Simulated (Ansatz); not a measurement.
A series of calculations on CH4O2Sn

## 1. Relaxation

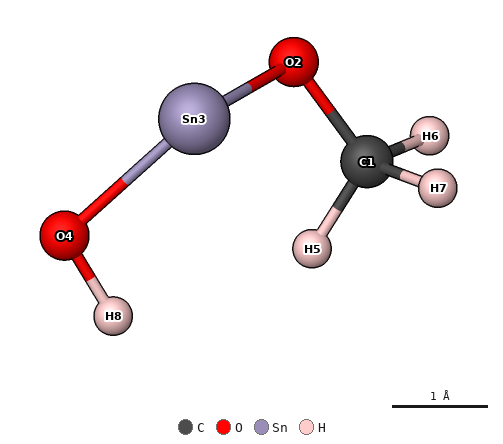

Starting structure of CH4O2Sn. A ball-and-stick model, seen at a tilt.

The run prepares an end point of a later path (torsion) calculation, from a guessed geometry.

The calculation used RKS PBE-D4/def2-SVP (Ansatz 0.2.0).

Input file:
```yaml
crystal:
  periodic: [false, false, false]
  atoms:
    - { symbol: C, position_ang: [-0.1553, 1.1009, 0.0493] }
    - { symbol: O, position_ang: [0.7086, 0.5773, 0.9333] }
    - { symbol: Sn, position_ang: [1.3896, -1.0784, 0.0771] }
    - { symbol: O, position_ang: [0.0893, -2.4639, 0.0819] }
    - { symbol: H, position_ang: [-1.0552, 0.4494, -0.16] }
    - { symbol: H, position_ang: [-0.6074, 2.0944, 0.4805] }
    - { symbol: H, position_ang: [0.3201, 1.4136, -0.917] }
    - { symbol: H, position_ang: [-0.5975, -2.1504, -0.6009] }
basis:
  gaussian: { orbitals: def2-SVP }
hamiltonian:
  xc: pbe
  dispersion: d4
relax:
  f_tol: 0.015
  max_steps: 40
```

Command:
```bash
ansatz run input.yaml --threads 1 --pin off --max-ram 2048MiB --backend cpu --events-out ev --progress --plain --runs-dir out
```

> Where does the relaxation end?

Sn3 moves most after the best rigid fit: 0.78 Å. By element the largest moves are Sn 0.78 Å, H 0.52 Å, O 0.46 Å, C 0.11 Å. Some distances before and after: Sn3–O4 1.900 → 2.028 Å, C1–O2 1.342 → 1.401 Å, C1–H6 1.174 → 1.116 Å, O2–Sn3 1.984 → 2.038 Å. Bond angles that change, for instance: C1–O2–Sn3 105.2° → 127.1°, O2–Sn3–O4 111.9° → 98.8°, Sn3–O4–H8 103.6° → 114.1°. Groups turn about O2–Sn3 by about 75°, Sn3–O4 by about 70°, C1–O2 by about 45°. Over 12 accepted moves (13 points after the start) the energy falls by 126.6 kJ/mol. The largest force component goes from 4.6 to 0.014 eV/Å. The line search rejected the trial step at point 6 of the run. The run took 58 s on 1 thread of Intel(R) Xeon(R) Processor @ 2.70GHz, on a shared host, peak memory 0.14 GiB.

Final geometry:

```xyz
8

C    -0.1978    1.0432   -0.0301
O     0.9822    0.5749    0.5617
Sn    1.5628   -1.3671    0.7780
O     0.0147   -2.2618   -0.1795
H    -1.0003    0.2667   -0.1343
H    -0.6360    1.8691    0.5784
H    -0.0106    1.4545   -1.0517
H    -0.6228   -1.6365   -0.5783
```

After the run, drawn alike:

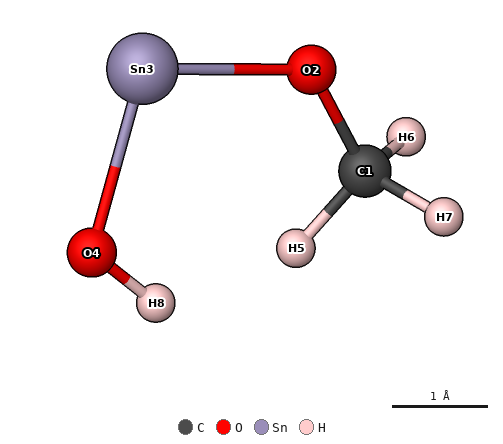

## 2. Relaxation

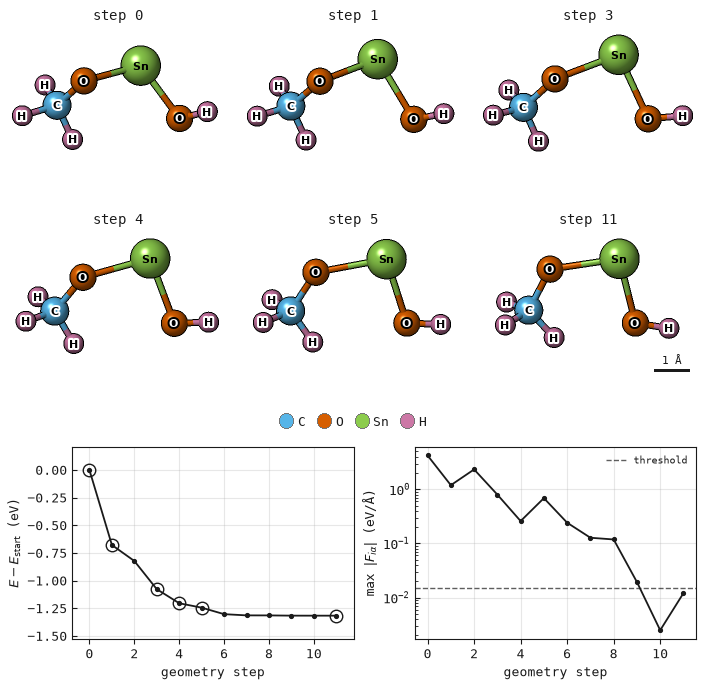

Frames of a relaxation of CH₄O₂Sn, marked on the history of the run. Style: ball-and-stick. Shown face on.

The run prepares an end point of a later path (torsion) calculation, from a guessed geometry.

These are results of Ansatz, RKS PBE-D4/def2-SVP, not measurements. Set-up: no spin polarisation; force threshold 0.015 eV/Å; at most 40 steps.

### What happens along the run?

The Sn atom moves most after the best rigid fit: 0.83 Å. By element the largest moves are Sn 0.83 Å, O 0.65 Å, H 0.60 Å, C 0.11 Å. Some distances before and after: O–Sn 1.900 → 2.039 Å, C–O 1.342 → 1.413 Å, C–H 1.174 → 1.116 Å, H–O 1.018 → 0.976 Å. Bond angles that change, for instance: C–O–Sn 105.2° → 125.1°, O–Sn–O 111.9° → 93.7°, Sn–O–H 103.6° → 112.3°. Groups turn about O–Sn by about 75°, O–Sn by about 70°, C–O by about 60°. The energy falls by 1.316 eV in 11 geometry steps. The largest force component goes from 4.2 to 0.012 eV/Å. Cost: 42 s on 1 thread of Intel(R) Xeon(R) Processor @ 2.70GHz, with other jobs on the host, peak memory 0.14 GiB. From step 0 to 1: the Sn atom moves most (0.19 Å), energy −0.677 eV. From step 1 to 3: the Sn atom moves most (0.36 Å), energy −0.399 eV. From step 3 to 4: an O atom moves most (0.20 Å), energy −0.127 eV. From step 4 to 5: O and Sn atoms move most (0.19 Å), energy −0.040 eV. From step 5 to 11: an H atom moves most (0.24 Å), energy −0.072 eV.

## 3. Path

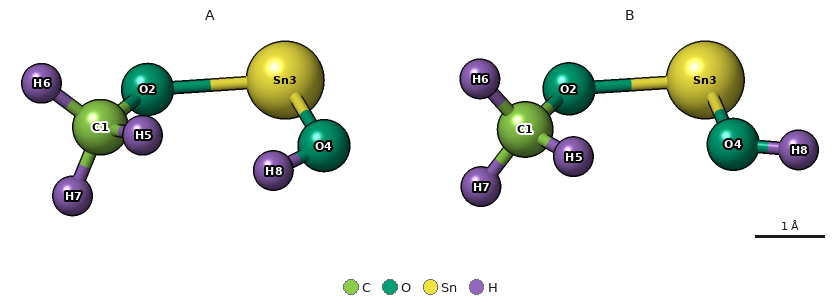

The two relaxed end points of a path for CH$_{4}$O$_{2}$Sn. A ball-and-stick model, seen from a free direction.

All numbers below come from RKS PBE-D4/def2-SVP (Ansatz 0.2.0).

Set-up: 5 movable images; climbing image; force threshold 0.03 eV/Å; iteration limit 60.

Start:
```xyz
8

C    -0.2041    1.0421   -0.0143
O     0.9956    0.5753    0.5378
Sn    1.5929   -1.3653    0.7190
O     0.0218   -2.2601   -0.2000
H    -1.0051    0.2621   -0.1016
H    -0.6284    1.8601    0.6144
H    -0.0497    1.4636   -1.0372
H    -0.6307   -1.6349   -0.5739
```

End:
```xyz
8

C    -0.1695    1.2014   -0.0311
O     1.0322    0.6564    0.4752
Sn    1.4630   -1.3150    0.5709
O    -0.3208   -1.8786   -0.2411
H    -0.8924    0.4282   -0.3762
H    -0.6676    1.8193    0.7528
H     0.0506    1.8797   -0.8890
H    -0.4032   -2.8484   -0.3173
```

> Predict the minimum-energy path and its barrier.

The energy climbs by 16.1 kJ/mol to image 4 and then falls by 14.6 kJ/mol, so the end point sits at +1.5 kJ/mol. The motion is a rotation about the Sn3–O4 bond by about 175°. No bond forms or breaks between the ends. Bond angles that change up to the highest image, for instance: Sn3–O4–H8 114.1° → 118.7°, C1–O2–Sn3 127.1° → 124.5°. The band converged in 16 iterations, with a climbing image at the top. At the top, the vibrational analysis gives one imaginary mode (361i cm⁻¹), as a transition state must have.

Energies of the converged images:

```tsv
image	path (Å)	E (kJ/mol)
0	0.00	0.0
1	0.42	1.1
2	0.83	0.7
3	1.25	8.7
4	1.66	16.1
5	2.14	7.9
6	2.62	1.5
```

The geometry at the top of the path:

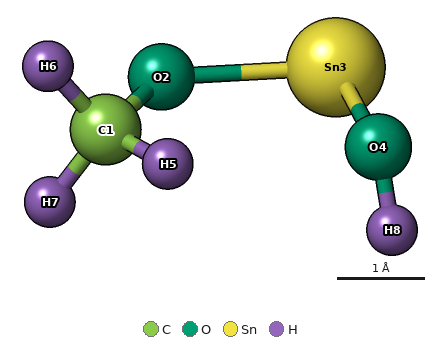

Cost: 4.1 min on 1 thread of Intel(R) Xeon(R) Processor @ 2.70GHz, on a shared host, peak memory 0.14 GiB.
